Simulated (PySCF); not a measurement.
C$_{5}$H$_{8}$F$_{3}$P (SMILES CC1CP(C(F)(F)F)C1)

Input file:

```
{"job": {"kind": "nmr", "xc": "PBE0", "basis": "pcSseg-1"}, "charge": 0, "multiplicity": 1}
C      2.256699     0.234820     0.106798
C      0.745486     0.223798     0.253612
C     -0.019033     0.741793    -0.983466
P     -1.150227    -0.746304    -1.021976
C     -2.453912    -0.064811     0.176155
F     -1.997518     0.685873     1.191945
F     -3.138492    -1.075994     0.733394
F     -3.339672     0.695886    -0.485114
C      0.117867    -1.186471     0.279857
H      2.560271    -0.331144    -0.771780
H      2.618575     1.255301     0.003174
H      2.724256    -0.208362     0.983200
H      0.469805     0.789317     1.145524
H     -0.513798     1.706445    -0.877477
H      0.602183     0.762172    -1.879143
H     -0.285264    -1.519158     1.235759
H      0.795775    -1.951131    -0.100372
```

Run with:

```sh
OMP_NUM_THREADS=1 python probes_run.py task.json out
```

Geometry: GFN2-xTB.

Method: PBE0/pcSseg-1, SCF density, gas phase, non-relativistic (PySCF 2.14.0).

### What can the converged electron density and electron localisation function tell about the bonding?

C–F (1.34 Å): the density is about 2.3 e/Å³ at the midpoint; the ELF peaks at about 0.85 between the atoms, as expected for a shared but strongly polarised pair.
C–C (1.52 Å): ρ is about 1.7 e/Å³ halfway; the ELF peaks at about 0.95 between the atoms; localised, covalent bonding.
C–P (1.90 Å): ρ at the midpoint is about 1.1 e/Å³, with its minimum of 0.96 e/Å³ about 1.2 Å from C; the ELF peaks at about 1 between the atoms, as expected for a covalent bond.
C–H (1.09 Å): the density is about 2 e/Å³ at the midpoint; the ELF climbs to about 1 towards the hydrogen, as it does in any bond to H; a covalent bond by its length.

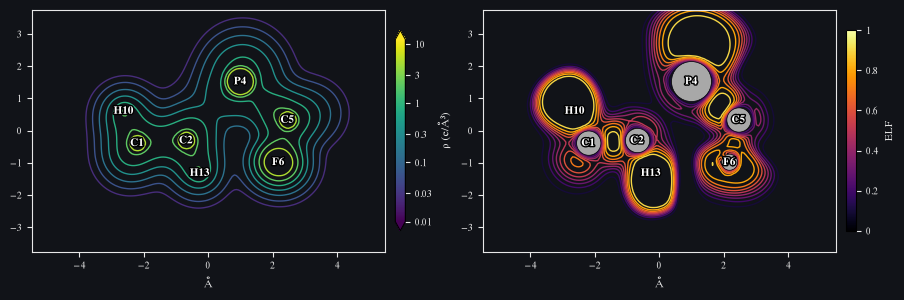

Computed electron density and electron localisation function on the plane of atoms P4, C5 and F6, in this order. Grey discs cover the atomic cores in the ELF map. 
